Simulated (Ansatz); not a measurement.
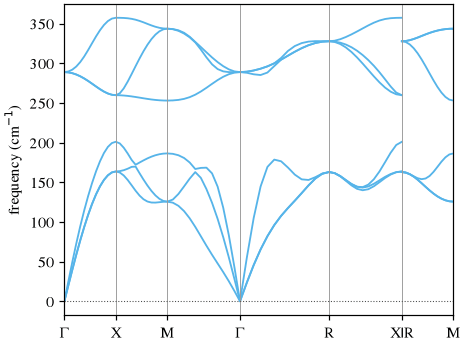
Phonon dispersion of AlNi (CsCl type, space group No. 221), plane-wave PAW PBE (Ansatz code); imaginary frequencies are drawn negative

Q: Is this phase dynamically stable?

A: Yes, on this path no branch is imaginary.

Q: How high does the spectrum reach?

A: About 360 cm⁻¹ (10.7 THz).

Space group Pm-3m (CsCl type). Symmetry was held in the PBE relaxation. No spin polarisation was allowed. As this level gives no gap, phonon frequencies hold no LO–TO term and depend on the k-mesh and smearing (Fermi–Dirac, 0.1 eV here).

Potentials: the later of the program's two PAW sets.
